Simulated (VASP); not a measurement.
# N on Ru(0001): binding against coverage, part 11 of 12

How do binding and work function change as N crowds Ru(0001)?

VASP 6.6.1, plane waves and PAW; the level of theory is named at each step.

So far. Step 19 (The vacuum level with the adsorbate, coverage 1/9 …): The vacuum level lies 5.12 eV above the Fermi level at the upper face; the two faces differ by 0.14 eV, the step that the slab's dipole of 0.045 e·Å makes. Step 20 (Relaxing the adsorbate, coverage 2/9, k-mesh 3×3×1): The run ended after 12 ionic steps, 0.278 eV below its first step, once the forces on the free atoms met EDIFFG = -0.03.

**21. The vacuum level with the adsorbate, coverage 2/9, k-mesh 3×3×1**

Level of this step: PBE, no spin polarisation; plane waves and PAW (Ru, N) (VASP).

INCAR

```
SYSTEM = Ru27N2
PREC = Normal
ENCUT = 440
EDIFF = 1E-06
NELM = 120
ISMEAR = 1
SIGMA = 0.15
LREAL = Auto
ALGO = Fast
GGA = PE
NBANDS = 136
LASPH = .TRUE.
LORBIT = 11
LWAVE = .FALSE.
LCHARG = .FALSE.
KPAR = 4
NCORE = 2
IDIPOL = 3
LDIPOL = .TRUE.
DIPOL = 0.5 0.5 0.508
LVHAR = .TRUE.
LVACPOTAV = .TRUE.
```

POSCAR

```
Ru27N2
1.0
    8.1500007765      0.0000000000      0.0000000000
    4.0750003882      7.0581077133      0.0000000000
    0.0000000000      0.0000000000     19.2746237324
Ru N
27 2
Selective dynamics
Direct
    0.0000000000      0.0000000000      0.3891126500  F F F
    0.3333333300      0.0000000000      0.3891126500  F F F
    0.6666666700      0.0000000000      0.3891126500  F F F
    0.0000000000      0.3333333300      0.3891126500  F F F
    0.3333333300      0.3333333300      0.3891126500  F F F
    0.6666666700      0.3333333300      0.3891126500  F F F
    0.0000000000      0.6666666700      0.3891126500  F F F
    0.3333333300      0.6666666700      0.3891126500  F F F
    0.6666666700      0.6666666700      0.3891126500  F F F
    0.8871832935      0.2214999661      0.4969860052  T T T
    0.2222222200      0.2222222200      0.4952251195  T T T
    0.5579834104      0.2214999661      0.4969860052  T T T
    0.8871832935      0.5579834104      0.4969860052  T T T
    0.2214999661      0.5579834104      0.4969860052  T T T
    0.5555555600      0.5555555600      0.4945285490  T T T
    0.8888888900      0.8888888900      0.4960983037  T T T
    0.2214999661      0.8871832935      0.4969860052  T T T
    0.5579834104      0.8871832935      0.4969860052  T T T
    0.9944884255      0.9944884255      0.6033199939  T T T
    0.3336395689      0.9993875221      0.6046878472  T T T
    0.6776898190      0.9944884255      0.6033199939  T T T
    0.9993875221      0.3336395689      0.6046878472  T T T
    0.3336395689      0.3336395689      0.6046878472  T T T
    0.6700330375      0.3266005949      0.6059226166  T T T
    0.9944884255      0.6776898190      0.6033199939  T T T
    0.3266005949      0.6700330375      0.6059226166  T T T
    0.6700330375      0.6700330375      0.6059226166  T T T
    0.2222222200      0.2222222200      0.6622304634  T T T
    0.5555555600      0.5555555600      0.6618928516  T T T
```

KPOINTS

```
Automatic mesh
0
Gamma
3 3 1
0 0 0
```

The projector-augmented-wave data sets are Ru and N (PBE family, release 64).

Launch:

```bash
> mpirun -np 8 vasp_std
```

What it wrote:

```text
[... set-up lines as in an earlier step ...]
 entering main loop
       N       E                     dE             d eps       ncg     rms          rms(c)
DAV:   1     0.135882528340E+04    0.13588E+04   -0.88530E+04   816   0.123E+03
DAV:   2    -0.118278273180E+03   -0.14771E+04   -0.13796E+04   888   0.278E+02
DAV:   3    -0.262068456330E+03   -0.14379E+03   -0.13698E+03  1360   0.744E+01
DAV:   4    -0.271299882798E+03   -0.92314E+01   -0.89208E+01  1096   0.173E+01
[...]
RMM:  31    -0.249834931192E+03   -0.13410E-04   -0.11978E-06   580   0.159E-03    0.881E-04
RMM:  32    -0.249834935034E+03   -0.38416E-05   -0.42387E-07   446   0.106E-03    0.683E-04
RMM:  33    -0.249834935711E+03   -0.67727E-06   -0.18474E-07   337   0.802E-04
 [... a notice as in an earlier step ...]

   1 F= -.24983494E+03 E0= -.24983774E+03  d E =0.841539E-02
```

The job ended after 2.9 min (8 MPI ranks of AMD EPYC 7R43, shared host; peak memory 3.1 GiB).

Parts of OUTCAR (step 21):

```text
  Total      -17.2712057    -17.2712057      0.3517310      0.0000000      0.0000000      0.0000000
  in kB      -24.9575183    -24.9575183      0.5082640      0.0000000      0.0000000      0.0000000
  external PRESSURE =     -16.4689242 kB  Pullay stress =       0.0000000 kB

 POSITION                                       TOTAL-FORCE (eV/Angst)
 -----------------------------------------------------------------------------------
      0.00000      0.00000      7.50000         0.166182      0.095945     -0.102859
      2.71667      0.00000      7.50000        -0.000000      0.076400     -0.036438
      5.43333      0.00000      7.50000        -0.166182      0.095945     -0.102859
      1.35833      2.35270      7.50000         0.066164     -0.038200     -0.036438
      4.07500      2.35270      7.50000        -0.066164     -0.038200     -0.036438
      6.79167      2.35270      7.50000        -0.000000      0.079024      0.089181
      2.71667      4.70541      7.50000         0.000000     -0.191890     -0.102859
      5.43333      4.70541      7.50000         0.068437     -0.039512      0.089181
      8.15000      4.70541      7.50000        -0.068437     -0.039512      0.089181
      8.13316      1.56337      9.57922        -0.007107      0.000914     -0.002428
      2.71667      1.56847      9.54528         0.000000     -0.000000      0.001213
      5.45018      1.56337      9.57922         0.007107      0.000914     -0.002428
      9.50433      3.93831      9.57922        -0.004345      0.005698     -0.002428
      4.07901      3.93831      9.57922         0.004345      0.005698     -0.002428
[...]
-----------------------------------------------------------------------------------
    total drift:                                0.000252      0.000145      0.226710

  FREE ENERGIE OF THE ION-ELECTRON SYSTEM (eV)
  ---------------------------------------------------
  free  energy   TOTEN  =      -249.8349357112 eV

  energy  without entropy=     -249.8433511016  energy(sigma->0) =     -249.83774084

[... 2 parts as in an earlier step ...]

[... 1 further part left out ...]
[key lines of the parts left out:]
E-fermi :   0.9860
```

Zero at the Fermi level. Table of planar average of the electrostatic potential by height:

```
height (Å)  planar average of the electrostatic potential (eV)
         0                                                5.18
         2                                                4.94
         4                                                4.93
         6                                                3.52
         8                                               -14.0
        10                                               -16.2
        12                                               -18.0
        14                                                5.07
        16                                                5.28
        18                                                5.28
```

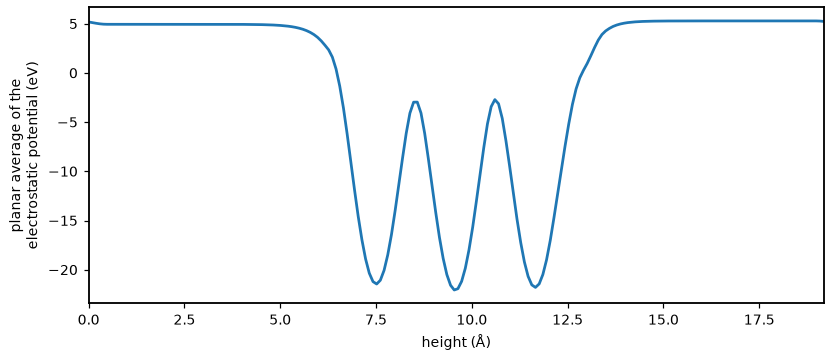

Planar average of the electrostatic potential, plotted against height.

At the end the adsorbate's closest contact with the slab is N-Ru at 1.92 Å, 1.57 Å to the side of the slab's atom, and its lowest atom lies 1.08 Å above the highest atom of the slab.

The vacuum level lies 5.28 eV above the Fermi level at the upper face; the two faces differ by 0.34 eV, the step that the slab's dipole of 0.109 e·Å makes.

VASP counts the dipole in electrons times Å, so a positive number points the physical dipole along −c.

The program found no field-free point at its default tolerance, but its printed level agrees with the flat part of the planar average.

**22. Relaxing the adsorbate, coverage 3/9, k-mesh 3×3×1**

System of this step: Ru9N (Ru(0001)). The cell holds 30 atoms: 27 Ru and 3 N. Its edges and angles: a = 8.150 Å, b = 8.150 Å, c = 19.275 Å, α = 90.0°, β = 90.0°, γ = 60.0°. It derives from Ru. 3 N over hcp sites of a 3 x 3 cell of Ru(0001). Vacuum lies along c.

INCAR

```
SYSTEM = Ru9N
PREC = Normal
ENCUT = 440
EDIFF = 1E-05
NELM = 120
ISMEAR = 1
SIGMA = 0.15
LREAL = Auto
ALGO = Fast
GGA = PE
NBANDS = 136
LASPH = .TRUE.
LORBIT = 11
LWAVE = .FALSE.
LCHARG = .FALSE.
KPAR = 4
NCORE = 2
IBRION = 2
NSW = 45
ISIF = 2
EDIFFG = -0.03
POTIM = 0.4
MAXMIX = 40
IDIPOL = 3
LDIPOL = .TRUE.
DIPOL = 0.5 0.5 0.513
```

POSCAR

```
Ru9N
1.0
    8.1500007765      0.0000000000      0.0000000000
    4.0750003882      7.0581077133      0.0000000000
    0.0000000000      0.0000000000     19.2746237324
Ru N
27 3
Selective dynamics
Direct
    0.0000000000      0.0000000000      0.3891126500  F F F
    0.3333333300      0.0000000000      0.3891126500  F F F
    0.6666666700      0.0000000000      0.3891126500  F F F
    0.0000000000      0.3333333300      0.3891126500  F F F
    0.3333333300      0.3333333300      0.3891126500  F F F
    0.6666666700      0.3333333300      0.3891126500  F F F
    0.0000000000      0.6666666700      0.3891126500  F F F
    0.3333333300      0.6666666700      0.3891126500  F F F
    0.6666666700      0.6666666700      0.3891126500  F F F
    0.8888888900      0.2222222200      0.4961595500  T T T
    0.2222222200      0.2222222200      0.4961595500  T T T
    0.5555555600      0.2222222200      0.4961595500  T T T
    0.8888888900      0.5555555600      0.4961595500  T T T
    0.2222222200      0.5555555600      0.4961595500  T T T
    0.5555555600      0.5555555600      0.4961595500  T T T
    0.8888888900      0.8888888900      0.4961595500  T T T
    0.2222222200      0.8888888900      0.4961595500  T T T
    0.5555555600      0.8888888900      0.4961595500  T T T
    0.0000000000      0.0000000000      0.6032986300  T T T
    0.3333333300      0.0000000000      0.6032986300  T T T
    0.6666666700      0.0000000000      0.6032986300  T T T
    0.0000000000      0.3333333300      0.6032986300  T T T
    0.3333333300      0.3333333300      0.6032986300  T T T
    0.6666666700      0.3333333300      0.6032986300  T T T
    0.0000000000      0.6666666700      0.6032986300  T T T
    0.3333333300      0.6666666700      0.6032986300  T T T
    0.6666666700      0.6666666700      0.6032986300  T T T
    0.2222222200      0.2222222200      0.6629625700  T T T
    0.5555555600      0.5555555600      0.6629625700  T T T
    0.8888888900      0.8888888900      0.6629625700  T T T
```

KPOINTS is that of step 21.

Launch:

```bash
> mpirun -np 8 vasp_std
```

What it wrote:

```text
[banner, memory and clock lines left out]
running    8 mpi-ranks, on    1 nodes
[...]
LDA part: xc-table for (Slater+PW92), standard interpolation
 POSCAR, INCAR and KPOINTS ok, starting setup
[...]
entering main loop
       N       E                     dE             d eps       ncg     rms          rms(c)
DAV:   1     0.143675454255E+04    0.14368E+04   -0.90857E+04   816   0.125E+03
DAV:   2    -0.105964720688E+03   -0.15427E+04   -0.14598E+04   888   0.288E+02
DAV:   3    -0.270280641464E+03   -0.16432E+03   -0.15727E+03  1416   0.793E+01
DAV:   4    -0.281582838050E+03   -0.11302E+02   -0.10948E+02  1064   0.193E+01
[...]
RMM:  24    -0.258549429218E+03   -0.12482E-03    0.17470E-05   528   0.561E-03    0.382E-03
RMM:  25    -0.258549505809E+03   -0.76591E-04    0.94401E-06   509   0.463E-03    0.255E-03
RMM:  26    -0.258549514831E+03   -0.90219E-05    0.16116E-05   344   0.283E-03
   1 F= -.25854951E+03 E0= -.25856385E+03  d E =-.258550E+03
[... from here on, the cycles between the ionic steps are left out ...]
   2 F= -.25861911E+03 E0= -.25863754E+03  d E =-.695935E-01
   3 F= -.25862125E+03 E0= -.25863947E+03  d E =-.717328E-01
   4 F= -.25863983E+03 E0= -.25865954E+03  d E =-.185856E-01
   5 F= -.25864794E+03 E0= -.25866879E+03  d E =-.266925E-01
   6 F= -.25864112E+03 E0= -.25866391E+03  d E =-.198677E-01
   7 F= -.25864903E+03 E0= -.25867048E+03  d E =-.277811E-01
   8 F= -.25865659E+03 E0= -.25867860E+03  d E =-.756204E-02
   9 F= -.25866003E+03 E0= -.25868259E+03  d E =-.109972E-01
  10 F= -.25866441E+03 E0= -.25868705E+03  d E =-.438879E-02
  11 F= -.25866484E+03 E0= -.25868745E+03  d E =-.481735E-02
  12 F= -.25866470E+03 E0= -.25868720E+03  d E =-.467618E-02
  13 F= -.25866469E+03 E0= -.25868720E+03  d E =-.466434E-02
[...]
reached required accuracy - stopping structural energy minimisation
```

Elapsed: 12 min, on 8 MPI ranks; peak memory 3.5 GiB.

From OUTCAR (step 22):

```text
  Total      -15.0402424    -15.0402424      0.1304148      0.0000000     -0.0000000      0.0000000
  in kB      -21.7336954    -21.7336954      0.1884542      0.0000000     -0.0000000      0.0000000
  external PRESSURE =     -14.4263122 kB  Pullay stress =       0.0000000 kB

 POSITION                                       TOTAL-FORCE (eV/Angst)
 -----------------------------------------------------------------------------------
      0.00000      0.00000      7.50000         0.006912      0.003991     -0.014154
      2.71667      0.00000      7.50000         0.000000     -0.007982     -0.014154
      5.43333      0.00000      7.50000        -0.006912      0.003991     -0.014154
      1.35833      2.35270      7.50000        -0.006912      0.003991     -0.014154
      4.07500      2.35270      7.50000         0.006912      0.003991     -0.014154
      6.79167      2.35270      7.50000         0.000000     -0.007982     -0.014154
      2.71667      4.70541      7.50000         0.000000     -0.007982     -0.014154
      5.43333      4.70541      7.50000        -0.006912      0.003991     -0.014154
      8.15000      4.70541      7.50000         0.006912      0.003991     -0.014154
      8.15000      1.56847      9.57874        -0.000000     -0.000000      0.005941
      2.71667      1.56847      9.55413        -0.000000     -0.000000     -0.016560
      5.43333      1.56847      9.57874        -0.000000     -0.000000      0.005941
      9.50833      3.92117      9.57874        -0.000000     -0.000000      0.005941
      4.07500      3.92117      9.57874        -0.000000     -0.000000      0.005941
[...]
-----------------------------------------------------------------------------------
    total drift:                                0.000233      0.000135      0.242150

  FREE ENERGIE OF THE ION-ELECTRON SYSTEM (eV)
  ---------------------------------------------------
  free  energy   TOTEN  =      -258.6646902903 eV

  energy  without entropy=     -258.7322061439  energy(sigma->0) =     -258.68719557

[... 3 parts as in an earlier step ...]

[... 1 further part left out ...]
[key lines of the parts left out:]
E-fermi :   0.9803
```

The run ended after 13 ionic steps, 0.115 eV below its first step, once the forces on the free atoms met EDIFFG = -0.03.

**23. The vacuum level with the adsorbate, coverage 3/9, k-mesh 3×3×1**

INCAR

```
SYSTEM = Ru9N
PREC = Normal
ENCUT = 440
EDIFF = 1E-06
NELM = 120
ISMEAR = 1
SIGMA = 0.15
LREAL = Auto
ALGO = Fast
GGA = PE
NBANDS = 136
LASPH = .TRUE.
LORBIT = 11
LWAVE = .FALSE.
LCHARG = .FALSE.
KPAR = 4
NCORE = 2
IDIPOL = 3
LDIPOL = .TRUE.
DIPOL = 0.5 0.5 0.514
LVHAR = .TRUE.
LVACPOTAV = .TRUE.
```

POSCAR

```
Ru9N
1.0
    8.1500007765      0.0000000000      0.0000000000
    4.0750003882      7.0581077133      0.0000000000
    0.0000000000      0.0000000000     19.2746237324
Ru N
27 3
Selective dynamics
Direct
    0.0000000000      0.0000000000      0.3891126500  F F F
    0.3333333300      0.0000000000      0.3891126500  F F F
    0.6666666700      0.0000000000      0.3891126500  F F F
    0.0000000000      0.3333333300      0.3891126500  F F F
    0.3333333300      0.3333333300      0.3891126500  F F F
    0.6666666700      0.3333333300      0.3891126500  F F F
    0.0000000000      0.6666666700      0.3891126500  F F F
    0.3333333300      0.6666666700      0.3891126500  F F F
    0.6666666700      0.6666666700      0.3891126500  F F F
    0.8888888900      0.2222222200      0.4969611102  T T T
    0.2222222200      0.2222222200      0.4956842555  T T T
    0.5555555600      0.2222222200      0.4969611102  T T T
    0.8888888900      0.5555555600      0.4969611102  T T T
    0.2222222200      0.5555555600      0.4969611102  T T T
    0.5555555600      0.5555555600      0.4956842555  T T T
    0.8888888900      0.8888888900      0.4956842555  T T T
    0.2222222200      0.8888888900      0.4969611102  T T T
    0.5555555600      0.8888888900      0.4969611102  T T T
    0.9988000596      0.9988000596      0.6054506356  T T T
    0.3321333896      0.0023998808      0.6054506356  T T T
    0.6690665508      0.9988000596      0.6054506356  T T T
    0.0023998808      0.3321333896      0.6054506356  T T T
    0.3321333896      0.3321333896      0.6054506356  T T T
    0.6654667296      0.3357332108      0.6054506356  T T T
    0.9988000596      0.6690665508      0.6054506356  T T T
    0.3357332108      0.6654667296      0.6054506356  T T T
    0.6654667296      0.6654667296      0.6054506356  T T T
    0.2222222200      0.2222222200      0.6652508386  T T T
    0.5555555600      0.5555555600      0.6652508386  T T T
    0.8888888900      0.8888888900      0.6652508386  T T T
```

KPOINTS is that of step 22.

Launch:

```bash
> mpirun -np 8 vasp_std
```

What it wrote:

```text
[... set-up lines as in an earlier step ...]
 entering main loop
       N       E                     dE             d eps       ncg     rms          rms(c)
DAV:   1     0.143192361609E+04    0.14319E+04   -0.90783E+04   816   0.125E+03
DAV:   2    -0.106319205640E+03   -0.15382E+04   -0.14556E+04   888   0.287E+02
DAV:   3    -0.270409869528E+03   -0.16409E+03   -0.15708E+03  1408   0.792E+01
DAV:   4    -0.281944919410E+03   -0.11535E+02   -0.11206E+02  1088   0.195E+01
[...]
RMM:  29    -0.258664689254E+03   -0.90903E-05   -0.10727E-06   677   0.285E-03    0.164E-03
RMM:  30    -0.258664691876E+03   -0.26218E-05    0.99377E-07   546   0.195E-03    0.903E-04
RMM:  31    -0.258664692610E+03   -0.73477E-06    0.79649E-07   489   0.146E-03
 [... a notice as in an earlier step ...]

   1 F= -.25866469E+03 E0= -.25868720E+03  d E =0.675186E-01
```

The job ended after 2.9 min (8 MPI ranks; peak memory 3.1 GiB).

[end of part 11 of 12]

[Lines on the potential files, build, host, timing and source positions are cut from VASP's logs without a mark.]

[Logs are printed without paths, hosts, clocks, repeated set-up lines and the standing remarks that a program may print on its own settings, such as how far it seeks lower states.]

[Hosts, paths, dates, database ids (printed as entryN), source tags and the programs' standing remarks are cut or masked in the printed files.]

[Runs that stopped without an error message from VASP are left out.]
